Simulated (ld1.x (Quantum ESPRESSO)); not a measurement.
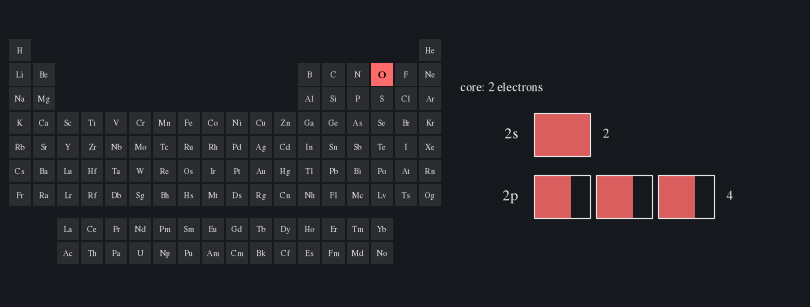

Figure 1. Left, the place of oxygen in the periodic table; right, the valence shells of the reference configuration: a box for each of the 2l + 1 orbitals, shaded by the share of the shell that is filled, with the electron count at the right.

Pseudopotential generation for O

- system: oxygen (O, Z = 8), core [He], reference valence 2s2 2p4, valence charge 6.
- method: ultrasoft potential, LDA (PZ), scalar-relativistic, made with ld1.x (Quantum ESPRESSO) 7.5

**Input file**
```
 &input
   title='O', zed=8., rel=1, dft='PZ', iswitch=3,
   config='[He] 2s2 2p4',
   nld=2, rlderiv=2.40, eminld=-4.0, emaxld=5.0, deld=0.02
 /
 &inputp
   pseudotype=3, tm=.true., lloc=-1, rcloc=1.65,
   nlcc=.true., new_core_ps=.true., rcore=0.40,
   which_augfun='PSQ', rmatch_augfun_nc=.true.,
   file_pseudopw='O.UPF', file_wfcaegen='ae.wfc', file_wfcncgen='nc.wfc', file_beta='beta', file_chi='chi', file_wfcusgen='us.wfc'
 /
4
2S  1  0   2.00   0.00  0.55  0.60  0.0
2S  1  0   0.00   1.25  0.55  0.60  0.0
2P  2  1   4.00   0.00  1.85  2.20  0.0
2P  2  1   0.00   2.70  1.85  2.20  0.0
 &test
   configts(1)='2s2 2p4'
 /
```

Hardware: 1 CPU thread, shared host.

Run as:
```bash
ld1.x < O.in > O.out
```

**Log**
```
     Program LD1 v.7.5
     --------------------------- All-electron run ----------------------------

     O
     scalar relativistic calculation

     atomic number is  8.00
     dft =PZ   lsd =0 sic =0 latt =0  beta=0.20 tr2=1.0E-14
     Exchange-correlation= PZ
                           (   1   1   0   0   0   0   0)
     mesh =1095 r(mesh) =  99.04343 a.u. xmin = -7.00 dx = 0.01250
     1 Ry =  13.60569312 eV, c = 137.03599908

     n l     nl                  e(Ry)          e(Ha)          e(eV)
     1 0     1S 1( 2.00)       -37.5495       -18.7748      -510.8874
     2 0     2S 1( 2.00)        -1.7458        -0.8729       -23.7531
     2 1     2P 1( 4.00)        -0.6761        -0.3380        -9.1985

     final scf error:  3.1E-15 reached in  28 iterations

     Etot =    -149.049789 Ry,     -74.524894 Ha,   -2027.925687 eV

     Ekin =     148.542013 Ry,      74.271007 Ha,    2021.017051 eV
     Encl =    -354.748318 Ry,    -177.374159 Ha,   -4826.596752 eV
     Eh   =      72.697341 Ry,      36.348671 Ha,     989.097716 eV
     Exc  =     -15.540825 Ry,      -7.770413 Ha,    -211.443701 eV

     normalization and overlap integrals

     s(1S/1S) =  1.000000  <r> =   0.2007  <r2> =    0.0544  r(max) =   0.1298
     s(2S/2S) =  1.000000  <r> =   1.1473  <r2> =    1.6045  r(max) =   0.8786
     s(2P/2P) =  1.000000  <r> =   1.2645  <r2> =    2.1318  r(max) =   0.8151

     ------------------------ End of All-electron run ------------------------

     --------------------- Generating US pseudopotential ---------------------

      Generating local potential from pseudized AE potential:
      Matching radius rcloc =   1.6500

      Local pseudo, rcloc= 1.641 Estimated cut-off energy=     9.12 Ry

      Computing core charge for nlcc:

       r > 0.40 : true rho core
      Core charge pseudized with two Bessel functions
      Integrated core pseudo-charge :   1.08
      Wfc-us  2S rcutus= 0.604  Estimated cut-off energy=   327.59 Ry
      Wfc-us  2S rcutus= 0.604  Estimated cut-off energy=   114.63 Ry
      Wfc-us  2P rcutus= 2.216  Estimated cut-off energy=    16.58 Ry
      Wfc-us  2P rcutus= 2.216  Estimated cut-off energy=    15.92 Ry

     Q pseudized with Bessel functions
     Expected ecutrho=     567.3121 due to l1=  0   l2=  1

       Warning: n=1, l=0 expected 0 nodes, found 1
       Setting wfc to zero for this iteration
       (This warning will only be printed once per wavefunction)

       Zero norm: self consistency problem; state:  1 (l=  0, j=0.0)

     ------------------- End of pseudopotential generation -------------------

     --------------------------- All-electron run ----------------------------

     O
     scalar relativistic calculation

     atomic number is  8.00
     dft =PZ   lsd =0 sic =0 latt =0  beta=0.20 tr2=1.0E-14
     Exchange-correlation= PZ
                           (   1   1   0   0   0   0   0)
     mesh =1095 r(mesh) =  99.04343 a.u. xmin = -7.00 dx = 0.01250
     1 Ry =  13.60569312 eV, c = 137.03599908

     n l     nl                  e(Ry)          e(Ha)          e(eV)
     1 0     1S 1( 2.00)       -37.5495       -18.7748      -510.8874
     2 0     2S 1( 2.00)        -1.7458        -0.8729       -23.7531
     2 1     2P 1( 4.00)        -0.6761        -0.3380        -9.1985

     final scf error:  3.1E-15 reached in  28 iterations

     Etot =    -149.049789 Ry,     -74.524894 Ha,   -2027.925687 eV

     Ekin =     148.542013 Ry,      74.271007 Ha,    2021.017051 eV
     Encl =    -354.748318 Ry,    -177.374159 Ha,   -4826.596752 eV
     Eh   =      72.697341 Ry,      36.348671 Ha,     989.097716 eV
     Exc  =     -15.540825 Ry,      -7.770413 Ha,    -211.443701 eV

     normalization and overlap integrals

     s(1S/1S) =  1.000000  <r> =   0.2007  <r2> =    0.0544  r(max) =   0.1298
     s(2S/2S) =  1.000000  <r> =   1.1473  <r2> =    1.6045  r(max) =   0.8786
     s(2P/2P) =  1.000000  <r> =   1.2645  <r2> =    2.1318  r(max) =   0.8151

     ------------------------ End of All-electron run ------------------------

     Computing logarithmic derivative in   2.40326
       Zero norm: self consistency problem; state:  1 (l=  0, j=0.0)
       Zero norm: self consistency problem; state:  1 (l=  0, j=0.0)
       Zero norm: self consistency problem; state:  1 (l=  0, j=0.0)

       Warning: n=2, l=1 expected 0 nodes, found 1
       Setting wfc to zero for this iteration
       (This warning will only be printed once per wavefunction)

       Zero norm: self consistency problem; state:  2 (l=  1, j=0.0)
       Zero norm: self consistency problem; state:  1 (l=  0, j=0.0)
       Zero norm: self consistency problem; state:  2 (l=  1, j=0.0)
       Zero norm: self consistency problem; state:  1 (l=  0, j=0.0)
       Zero norm: self consistency problem; state:  2 (l=  1, j=0.0)
       Zero norm: self consistency problem; state:  1 (l=  0, j=0.0)
       Zero norm: self consistency problem; state:  2 (l=  1, j=0.0)

 %%%%%%%%%%%%%%%%%%%%%%%%%%%%%%%%%%%%%%%%%%%%%%%%%%%%%%%%%%%%%%%%%%%%%%%%%%%%%%
     Error in routine run_pseudo (1):
     Errors in PS-KS equation
 %%%%%%%%%%%%%%%%%%%%%%%%%%%%%%%%%%%%%%%%%%%%%%%%%%%%%%%%%%%%%%%%%%%%%%%%%%%%%%

     stopping ...
```

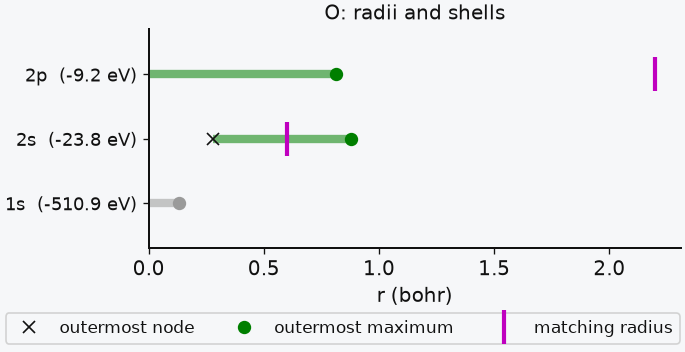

Figure 2. Outer shells of the all-electron reference atom: each bar runs from the outermost node (or the nucleus) to the outermost maximum of u(r); the tick is the radius chosen for the pseudo-wave. Shells without a tick have no pseudo-wave of their own. Levels, nodes and maxima are from ld1.x, scalar-relativistic.

- Radii against the shells: 2s: 0.60 bohr, between node and maximum; 2p: 2.20 bohr, outside the maximum.

**Outcome**

```tsv
quantity	value
outcome	ended with an error
```

**Diagnosis**

The generator stopped with the message “run_pseudo: Errors in PS-KS equation”. In words: the pseudo-atom solver did not find the valence states with the expected number of nodes, which is the usual sign of a ghost state.
